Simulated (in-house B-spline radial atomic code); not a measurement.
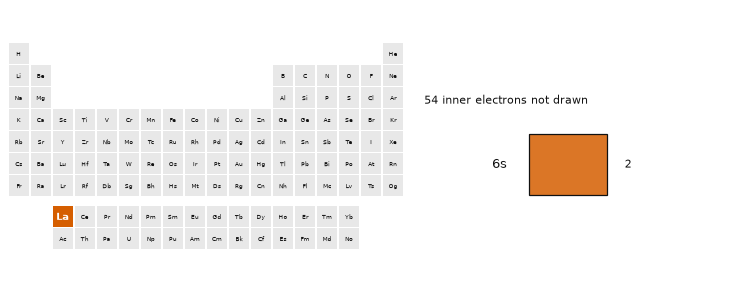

**Figure 1.** Left, the place of lanthanum in the periodic table; right, the outer shells of the closed core: a box for each of the 2l + 1 orbitals, shaded by the share of the shell that is filled, with the electron count at the right.

Run report: La⁺, many-body perturbation calculation

La⁺, core [Xe] 6s2. Computed at this level: relativistic RPA (time-dependent Dirac-Hartree-Fock) and second-order many-body perturbation theory, no-pair Dirac-Coulomb, closed shell, B-spline basis (in-house B-spline radial atomic code).

## The input
```
basis_form = 2
Z = 57
core_configuration = [Xe] 6s2
rms_radius = 4.855
mass_number = 139
speed_of_light = 137.035999084
box_radius = 25.846
lmax = 7
intervals = 65
virtual_cutoff = 81225.0
```

Hardware: 1 CPU thread, shared host.

Launched within a batch (the task file carries these settings):
```bash
python <driver script> task.json out
```

The program writes its results to a structured record and prints no log; tables and figures of this report are taken from that record.

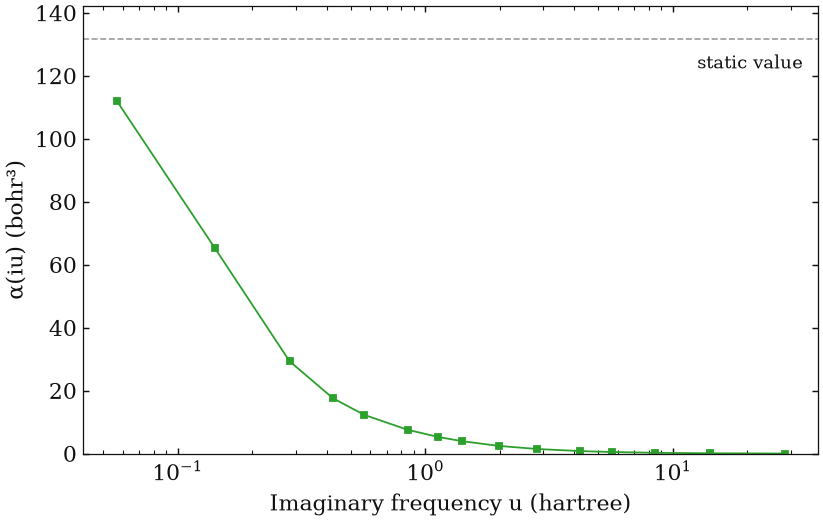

**Figure 2.** Dipole polarisability at imaginary frequency of La⁺, [Xe] 6s². Relativistic RPA on Dirac–Hartree–Fock, no-pair Dirac–Coulomb, finite nucleus, computed with a B-spline radial code. The static dipole polarisability is 132 bohr³; α(iu) falls to half of it near u = 0.14 hartree. The Casimir–Polder integral gives C₆ = 1900 hartree bohr⁶ for two such species.

## Summary

```tsv
quantity	value
outcome	converged
wall time	12 s
```

## Remarks

Caveats: not the ground configuration; RPA unstable for a multipole; RPA puts the weak triplet-like excitations of an outer s2 shell too low.
